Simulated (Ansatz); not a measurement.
## BH₂Cl: molecular dynamics (part 1 of 3)

BH₂Cl, computed with RKS CAM-B3LYP-D4/def2-SVP (Ansatz 0.2.0).

It belongs to a series of runs on one base structure; here: dynamics from the last frame of an earlier run. Figures and captions count atoms from 1; the log counts them from 0 in places.

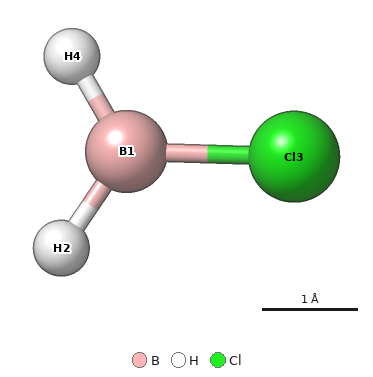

Figure 1. The starting structure (ball-and-stick view, seen on its broad side; atoms are numbered from 1 in the order of the input). Bond lengths as drawn: B–Cl 1.77 Å and B–H 1.17 to 1.23 Å.

Results in brief

| quantity | value |
| --- | --- |
| outcome | finished |
| mean temperature over the second half | 304 K |
| trajectory | 150 steps, 75 fs |
| ensemble | nve |
| temperature in the input | 300.0 K |
| time step | 0.5 fs |
| potential energy (last step) | −13227.1918 eV |
| mean-field energy (last step) | −13227.1589 eV |
| largest force (length of the vector) (last step) | 1.199 eV/Å |
| hardware | 1 thread of Arm Neoverse V2, 24 GiB of memory available, shared host |
| wall time | 91 s |
| peak memory | 0.083 GiB |

So short a trajectory is not equilibrated.

Input file
```yaml
crystal:
  periodic: [false, false, false]
  atoms:
    - { symbol: B, position_ang: [0.210345, 0.019387, 0.182495] }
    - { symbol: H, position_ang: [0.413719, 0.408728, 1.328863] }
    - { symbol: Cl, position_ang: [1.526692, -0.216166, -0.979679] }
    - { symbol: H, position_ang: [-0.898378, -0.241174, -0.075604] }
basis:
  gaussian: { orbitals: def2-SVP }
hamiltonian:
  xc: cam_b3lyp
  dispersion: d4
md:
  timestep: 0.5
  n_steps: 150
  ensemble: nve
  temperature: 300.0
  initial_velocities: maxwell_boltzmann
  seed: 827752
```

Launch command:
```bash
ansatz run input.yaml --threads 1 --pin off --max-ram 2048MiB --backend cpu --events-out ev --progress --plain --runs-dir out
```

Log
```
Engine: ansatz 0.2.0, aarch64-unknown-linux-gnu
Functional definition: CAM-B3LYP
  parameter alpha = 0.19
  parameter beta = 0.46
  parameter omega = 0.33/bohr
  parameter ac = 0.81
  exchange = (1 - alpha - beta)*b88_x + beta*b88_x_sr(omega) + alpha*exact_x + beta*exact_x_lr(omega)
  correlation = (1 - ac)*vwn5_c + ac*lyp_c
443 factors; integrals over basis functions are off by at most 4.2e-4 eV
139 factors; integrals over basis functions are off by at most 2.5e-6 eV
mean field evaluation 1: about -13226.9673 eV, gradient 6.9e0 eV
mean field evaluation 2: about -13227.1327 eV, gradient 1.6e0 eV
mean field evaluation 4: about -13227.1410 eV, gradient 1.2e-1 eV
mean field evaluation 8: about -13227.1399 eV, gradient 1.5e-3 eV
mean field -13227.13994987 eV, -486.0884274801 hartree, gradient 3.5e-5 eV, S^2 0.000000; 0 other end points of the search recorded, 0 dependent functions left out
the calculation of the forces begins
reference -13227.14003594 eV, -486.0884306434 hartree; 12, 12 occupied and 30, 30 virtual orbitals, 443 factors
md step     0: t =     0.00 fs  T =   300.0 K  F+E_penalty+E_count = -13227.17288660 eV  E_kin = 0.077556 eV  conserved = -13227.09533060 eV  (21 SCF iters)
these checks for a lower state are left out or cut short: starts, cluster_reference, orbital_swaps, neighbouring_geometries, increment
443 factors; integrals over basis functions are off by at most 4.3e-4 eV
139 factors; integrals over basis functions are off by at most 2.5e-6 eV
mean field evaluation 16: about -13227.1379 eV, gradient 4.6e-4 eV
mean field -13227.13793206 eV, -486.0883533270 hartree, gradient 8.1e-6 eV, S^2 0.000000; 0 other end points of the search recorded, 0 dependent functions left out
the calculation of the forces begins
reference -13227.13801810 eV, -486.0883564891 hartree; 12, 12 occupied and 30, 30 virtual orbitals, 443 factors
md step     1: t =     0.50 fs  T =   292.6 K  F+E_penalty+E_count = -13227.17087584 eV  E_kin = 0.075654 eV  conserved = -13227.09522158 eV  (22 SCF iters)
[... from here on the SCF iterations and repeated set-up lines of each step are left out, up to the last step ...]
md step     2: t =     1.00 fs  T =   298.4 K  F+E_penalty+E_count = -13227.17232307 eV  E_kin = 0.077148 eV  conserved = -13227.09517481 eV  (22 SCF iters)
md step     3: t =     1.50 fs  T =   320.1 K  F+E_penalty+E_count = -13227.17796501 eV  E_kin = 0.082757 eV  conserved = -13227.09520812 eV  (22 SCF iters)
md step     4: t =     2.00 fs  T =   355.8 K  F+E_penalty+E_count = -13227.18728442 eV  E_kin = 0.091971 eV  conserved = -13227.09531299 eV  (22 SCF iters)
md step     5: t =     2.50 fs  T =   399.1 K  F+E_penalty+E_count = -13227.19863854 eV  E_kin = 0.103180 eV  conserved = -13227.09545832 eV  (22 SCF iters)
md step     6: t =     3.00 fs  T =   441.5 K  F+E_penalty+E_count = -13227.20973541 eV  E_kin = 0.114132 eV  conserved = -13227.09560308 eV  (26 SCF iters)
md step     7: t =     3.50 fs  T =   474.1 K  F+E_penalty+E_count = -13227.21826892 eV  E_kin = 0.122558 eV  conserved = -13227.09571094 eV  (26 SCF iters, 3 dispersion substeps)
md step     8: t =     4.00 fs  T =   490.2 K  F+E_penalty+E_count = -13227.22249229 eV  E_kin = 0.126733 eV  conserved = -13227.09575957 eV  (26 SCF iters, 3 dispersion substeps)
md step     9: t =     4.50 fs  T =   486.8 K  F+E_penalty+E_count = -13227.22157996 eV  E_kin = 0.125837 eV  conserved = -13227.09574341 eV  (26 SCF iters, 3 dispersion substeps)
md step    10: t =     5.00 fs  T =   464.4 K  F+E_penalty+E_count = -13227.21572899 eV  E_kin = 0.120058 eV  conserved = -13227.09567127 eV  (26 SCF iters, 3 dispersion substeps)
md step    11: t =     5.50 fs  T =   427.3 K  F+E_penalty+E_count = -13227.20603042 eV  E_kin = 0.110468 eV  conserved = -13227.09556195 eV  (26 SCF iters, 3 dispersion substeps)
md step    12: t =     6.00 fs  T =   381.9 K  F+E_penalty+E_count = -13227.19417691 eV  E_kin = 0.098737 eV  conserved = -13227.09543961 eV  (26 SCF iters, 3 dispersion substeps)
md step    13: t =     6.50 fs  T =   335.6 K  F+E_penalty+E_count = -13227.18207962 eV  E_kin = 0.086750 eV  conserved = -13227.09532943 eV  (21 SCF iters, 3 dispersion substeps)
md step    14: t =     7.00 fs  T =   294.8 K  F+E_penalty+E_count = -13227.17146714 eV  E_kin = 0.076214 eV  conserved = -13227.09525335 eV  (21 SCF iters, 3 dispersion substeps)
md step    15: t =     7.50 fs  T =   264.2 K  F+E_penalty+E_count = -13227.16353804 eV  E_kin = 0.068313 eV  conserved = -13227.09522545 eV  (21 SCF iters, 3 dispersion substeps)
md step    16: t =     8.00 fs  T =   245.6 K  F+E_penalty+E_count = -13227.15873639 eV  E_kin = 0.063487 eV  conserved = -13227.09524912 eV  (20 SCF iters, 3 dispersion substeps)
md step    17: t =     8.50 fs  T =   237.4 K  F+E_penalty+E_count = -13227.15669775 eV  E_kin = 0.061382 eV  conserved = -13227.09531607 eV  (21 SCF iters, 3 dispersion substeps)
md step    18: t =     9.00 fs  T =   235.9 K  F+E_penalty+E_count = -13227.15638051 eV  E_kin = 0.060973 eV  conserved = -13227.09540799 eV  (23 SCF iters, 3 dispersion substeps)
md step    19: t =     9.50 fs  T =   235.4 K  F+E_penalty+E_count = -13227.15635715 eV  E_kin = 0.060857 eV  conserved = -13227.09550006 eV  (22 SCF iters, 3 dispersion substeps)
md step    20: t =    10.00 fs  T =   230.7 K  F+E_penalty+E_count = -13227.15520780 eV  E_kin = 0.059642 eV  conserved = -13227.09556618 eV  (22 SCF iters, 3 dispersion substeps)
md step    21: t =    10.50 fs  T =   218.0 K  F+E_penalty+E_count = -13227.15193573 eV  E_kin = 0.056352 eV  conserved = -13227.09558401 eV  (26 SCF iters, 3 dispersion substeps)
md step    22: t =    11.00 fs  T =   196.4 K  F+E_penalty+E_count = -13227.14631450 eV  E_kin = 0.050773 eV  conserved = -13227.09554142 eV  (26 SCF iters, 3 dispersion substeps)
md step    23: t =    11.50 fs  T =   168.7 K  F+E_penalty+E_count = -13227.13906732 eV  E_kin = 0.043625 eV  conserved = -13227.09544255 eV  (22 SCF iters, 3 dispersion substeps)
md step    24: t =    12.00 fs  T =   141.1 K  F+E_penalty+E_count = -13227.13178959 eV  E_kin = 0.036479 eV  conserved = -13227.09531052 eV  (22 SCF iters, 3 dispersion substeps)
md step    25: t =    12.50 fs  T =   121.4 K  F+E_penalty+E_count = -13227.12657665 eV  E_kin = 0.031393 eV  conserved = -13227.09518399 eV  (20 SCF iters, 3 dispersion substeps)
md step    26: t =    13.00 fs  T =   117.3 K  F+E_penalty+E_count = -13227.12541792 eV  E_kin = 0.030312 eV  conserved = -13227.09510567 eV  (20 SCF iters, 3 dispersion substeps)
md step    27: t =    13.50 fs  T =   133.2 K  F+E_penalty+E_count = -13227.12953862 eV  E_kin = 0.034433 eV  conserved = -13227.09510526 eV  (20 SCF iters, 3 dispersion substeps)
md step    28: t =    14.00 fs  T =   169.3 K  F+E_penalty+E_count = -13227.13894203 eV  E_kin = 0.043755 eV  conserved = -13227.09518674 eV  (21 SCF iters, 3 dispersion substeps)
md step    29: t =    14.50 fs  T =   220.6 K  F+E_penalty+E_count = -13227.15234935 eV  E_kin = 0.057024 eV  conserved = -13227.09532576 eV  (22 SCF iters, 3 dispersion substeps)
md step    30: t =    15.00 fs  T =   278.9 K  F+E_penalty+E_count = -13227.16757087 eV  E_kin = 0.072091 eV  conserved = -13227.09548026 eV  (25 SCF iters, 3 dispersion substeps)
md step    31: t =    15.50 fs  T =   334.8 K  F+E_penalty+E_count = -13227.18215140 eV  E_kin = 0.086544 eV  conserved = -13227.09560747 eV  (26 SCF iters, 3 dispersion substeps)
md step    32: t =    16.00 fs  T =   380.5 K  F+E_penalty+E_count = -13227.19403470 eV  E_kin = 0.098356 eV  conserved = -13227.09567832 eV  (24 SCF iters, 3 dispersion substeps)
md step    33: t =    16.50 fs  T =   411.3 K  F+E_penalty+E_count = -13227.20202541 eV  E_kin = 0.106342 eV  conserved = -13227.09568384 eV  (25 SCF iters, 3 dispersion substeps)
md step    34: t =    17.00 fs  T =   426.7 K  F+E_penalty+E_count = -13227.20594503 eV  E_kin = 0.110312 eV  conserved = -13227.09563341 eV  (25 SCF iters, 3 dispersion substeps)
md step    35: t =    17.50 fs  T =   429.2 K  F+E_penalty+E_count = -13227.20650046 eV  E_kin = 0.110952 eV  conserved = -13227.09554842 eV  (25 SCF iters, 3 dispersion substeps)
md step    36: t =    18.00 fs  T =   423.6 K  F+E_penalty+E_count = -13227.20495953 eV  E_kin = 0.109505 eV  conserved = -13227.09545467 eV  (24 SCF iters, 3 dispersion substeps)
md step    37: t =    18.50 fs  T =   415.3 K  F+E_penalty+E_count = -13227.20275063 eV  E_kin = 0.107375 eV  conserved = -13227.09537575 eV  (24 SCF iters, 3 dispersion substeps)
md step    38: t =    19.00 fs  T =   409.1 K  F+E_penalty+E_count = -13227.20109077 eV  E_kin = 0.105762 eV  conserved = -13227.09532835 eV  (22 SCF iters, 3 dispersion substeps)
md step    39: t =    19.50 fs  T =   407.7 K  F+E_penalty+E_count = -13227.20071752 eV  E_kin = 0.105397 eV  conserved = -13227.09532027 eV  (24 SCF iters, 3 dispersion substeps)
md step    40: t =    20.00 fs  T =   411.6 K  F+E_penalty+E_count = -13227.20176183 eV  E_kin = 0.106412 eV  conserved = -13227.09534993 eV  (26 SCF iters, 3 dispersion substeps)
md step    41: t =    20.50 fs  T =   419.1 K  F+E_penalty+E_count = -13227.20376644 eV  E_kin = 0.108358 eV  conserved = -13227.09540848 eV  (26 SCF iters, 3 dispersion substeps)
md step    42: t =    21.00 fs  T =   426.8 K  F+E_penalty+E_count = -13227.20582332 eV  E_kin = 0.110341 eV  conserved = -13227.09548183 eV  (26 SCF iters, 3 dispersion substeps)
md step    43: t =    21.50 fs  T =   430.3 K  F+E_penalty+E_count = -13227.20679417 eV  E_kin = 0.111241 eV  conserved = -13227.09555358 eV  (26 SCF iters, 3 dispersion substeps)
md step    44: t =    22.00 fs  T =   425.4 K  F+E_penalty+E_count = -13227.20557380 eV  E_kin = 0.109967 eV  conserved = -13227.09560663 eV  (26 SCF iters, 3 dispersion substeps)
md step    45: t =    22.50 fs  T =   409.0 K  F+E_penalty+E_count = -13227.20136310 eV  E_kin = 0.105738 eV  conserved = -13227.09562555 eV  (26 SCF iters, 3 dispersion substeps)
md step    46: t =    23.00 fs  T =   380.3 K  F+E_penalty+E_count = -13227.19391300 eV  E_kin = 0.098314 eV  conserved = -13227.09559941 eV  (26 SCF iters, 3 dispersion substeps)
md step    47: t =    23.50 fs  T =   341.0 K  F+E_penalty+E_count = -13227.18368924 eV  E_kin = 0.088163 eV  conserved = -13227.09552621 eV  (26 SCF iters, 3 dispersion substeps)
md step    48: t =    24.00 fs  T =   295.8 K  F+E_penalty+E_count = -13227.17189127 eV  E_kin = 0.076474 eV  conserved = -13227.09541683 eV  (26 SCF iters, 3 dispersion substeps)
md step    49: t =    24.50 fs  T =   251.3 K  F+E_penalty+E_count = -13227.16026781 eV  E_kin = 0.064971 eV  conserved = -13227.09529647 eV  (22 SCF iters, 3 dispersion substeps)
md step    50: t =    25.00 fs  T =   214.8 K  F+E_penalty+E_count = -13227.15071888 eV  E_kin = 0.055520 eV  conserved = -13227.09519887 eV  (22 SCF iters, 3 dispersion substeps)
md step    51: t =    25.50 fs  T =   191.9 K  F+E_penalty+E_count = -13227.14477053 eV  E_kin = 0.049615 eV  conserved = -13227.09515541 eV  (21 SCF iters, 3 dispersion substeps)
md step    52: t =    26.00 fs  T =   185.3 K  F+E_penalty+E_count = -13227.14309513 eV  E_kin = 0.047913 eV  conserved = -13227.09518169 eV  (21 SCF iters, 3 dispersion substeps)
md step    53: t =    26.50 fs  T =   193.4 K  F+E_penalty+E_count = -13227.14527727 eV  E_kin = 0.050008 eV  conserved = -13227.09526958 eV  (22 SCF iters, 3 dispersion substeps)
md step    54: t =    27.00 fs  T =   211.0 K  F+E_penalty+E_count = -13227.14994208 eV  E_kin = 0.054553 eV  conserved = -13227.09538944 eV  (22 SCF iters, 3 dispersion substeps)
md step    55: t =    27.50 fs  T =   231.0 K  F+E_penalty+E_count = -13227.15520903 eV  E_kin = 0.059707 eV  conserved = -13227.09550243 eV  (22 SCF iters, 3 dispersion substeps)
md step    56: t =    28.00 fs  T =   246.5 K  F+E_penalty+E_count = -13227.15929157 eV  E_kin = 0.063717 eV  conserved = -13227.09557500 eV  (26 SCF iters, 3 dispersion substeps)
md step    57: t =    28.50 fs  T =   253.1 K  F+E_penalty+E_count = -13227.16102040 eV  E_kin = 0.065431 eV  conserved = -13227.09558945 eV  (23 SCF iters, 3 dispersion substeps)
md step    58: t =    29.00 fs  T =   249.8 K  F+E_penalty+E_count = -13227.16012509 eV  E_kin = 0.064578 eV  conserved = -13227.09554740 eV  (26 SCF iters, 3 dispersion substeps)
md step    59: t =    29.50 fs  T =   238.9 K  F+E_penalty+E_count = -13227.15721921 eV  E_kin = 0.061753 eV  conserved = -13227.09546616 eV  (21 SCF iters, 3 dispersion substeps)
md step    60: t =    30.00 fs  T =   225.0 K  F+E_penalty+E_count = -13227.15353820 eV  E_kin = 0.058167 eV  conserved = -13227.09537155 eV  (21 SCF iters, 3 dispersion substeps)
md step    61: t =    30.50 fs  T =   213.7 K  F+E_penalty+E_count = -13227.15053993 eV  E_kin = 0.055250 eV  conserved = -13227.09528987 eV  (21 SCF iters, 3 dispersion substeps)
md step    62: t =    31.00 fs  T =   209.9 K  F+E_penalty+E_count = -13227.14949346 eV  E_kin = 0.054252 eV  conserved = -13227.09524117 eV  (21 SCF iters, 3 dispersion substeps)
md step    63: t =    31.50 fs  T =   216.3 K  F+E_penalty+E_count = -13227.15116189 eV  E_kin = 0.055927 eV  conserved = -13227.09523527 eV  (22 SCF iters, 3 dispersion substeps)
md step    64: t =    32.00 fs  T =   233.5 K  F+E_penalty+E_count = -13227.15564272 eV  E_kin = 0.060371 eV  conserved = -13227.09527144 eV  (22 SCF iters, 3 dispersion substeps)
md step    65: t =    32.50 fs  T =   259.3 K  F+E_penalty+E_count = -13227.16237643 eV  E_kin = 0.067036 eV  conserved = -13227.09534011 eV  (22 SCF iters, 3 dispersion substeps)
md step    66: t =    33.00 fs  T =   289.6 K  F+E_penalty+E_count = -13227.17029436 eV  E_kin = 0.074868 eV  conserved = -13227.09542662 eV  (22 SCF iters, 3 dispersion substeps)
md step    67: t =    33.50 fs  T =   319.3 K  F+E_penalty+E_count = -13227.17805181 eV  E_kin = 0.082538 eV  conserved = -13227.09551403 eV  (26 SCF iters, 3 dispersion substeps)
md step    68: t =    34.00 fs  T =   343.2 K  F+E_penalty+E_count = -13227.18429790 eV  E_kin = 0.088712 eV  conserved = -13227.09558573 eV  (26 SCF iters, 3 dispersion substeps)
md step    69: t =    34.50 fs  T =   357.1 K  F+E_penalty+E_count = -13227.18794365 eV  E_kin = 0.092317 eV  conserved = -13227.09562659 eV  (25 SCF iters, 3 dispersion substeps)
md step    70: t =    35.00 fs  T =   358.9 K  F+E_penalty+E_count = -13227.18840268 eV  E_kin = 0.092778 eV  conserved = -13227.09562487 eV  (26 SCF iters, 3 dispersion substeps)
md step    71: t =    35.50 fs  T =   348.9 K  F+E_penalty+E_count = -13227.18577069 eV  E_kin = 0.090195 eV  conserved = -13227.09557552 eV  (26 SCF iters, 3 dispersion substeps)
md step    72: t =    36.00 fs  T =   330.4 K  F+E_penalty+E_count = -13227.18089206 eV  E_kin = 0.085408 eV  conserved = -13227.09548436 eV  (25 SCF iters, 3 dispersion substeps)
md step    73: t =    36.50 fs  T =   309.0 K  F+E_penalty+E_count = -13227.17525162 eV  E_kin = 0.079880 eV  conserved = -13227.09537116 eV  (24 SCF iters, 3 dispersion substeps)
md step    74: t =    37.00 fs  T =   291.6 K  F+E_penalty+E_count = -13227.17065270 eV  E_kin = 0.075385 eV  conserved = -13227.09526772 eV  (20 SCF iters, 3 dispersion substeps)
md step    75: t =    37.50 fs  T =   284.3 K  F+E_penalty+E_count = -13227.16871799 eV  E_kin = 0.073509 eV  conserved = -13227.09520910 eV  (22 SCF iters, 3 dispersion substeps)
md step    76: t =    38.00 fs  T =   290.6 K  F+E_penalty+E_count = -13227.17035166 eV  E_kin = 0.075132 eV  conserved = -13227.09521997 eV  (22 SCF iters, 3 dispersion substeps)
md step    77: t =    38.50 fs  T =   309.7 K  F+E_penalty+E_count = -13227.17536958 eV  E_kin = 0.080067 eV  conserved = -13227.09530225 eV  (22 SCF iters, 3 dispersion substeps)
md step    78: t =    39.00 fs  T =   336.7 K  F+E_penalty+E_count = -13227.18247802 eV  E_kin = 0.087046 eV  conserved = -13227.09543223 eV  (22 SCF iters, 3 dispersion substeps)
md step    79: t =    39.50 fs  T =   363.9 K  F+E_penalty+E_count = -13227.18964501 eV  E_kin = 0.094076 eV  conserved = -13227.09556853 eV  (26 SCF iters, 3 dispersion substeps)
md step    80: t =    40.00 fs  T =   383.2 K  F+E_penalty+E_count = -13227.19473937 eV  E_kin = 0.099071 eV  conserved = -13227.09566803 eV  (26 SCF iters, 3 dispersion substeps)
md step    81: t =    40.50 fs  T =   388.7 K  F+E_penalty+E_count = -13227.19619993 eV  E_kin = 0.100499 eV  conserved = -13227.09570090 eV  (26 SCF iters, 3 dispersion substeps)
md step    82: t =    41.00 fs  T =   378.5 K  F+E_penalty+E_count = -13227.19350131 eV  E_kin = 0.097842 eV  conserved = -13227.09565952 eV  (26 SCF iters, 3 dispersion substeps)
md step    83: t =    41.50 fs  T =   354.8 K  F+E_penalty+E_count = -13227.18727719 eV  E_kin = 0.091718 eV  conserved = -13227.09555912 eV  (26 SCF iters, 3 dispersion substeps)
```
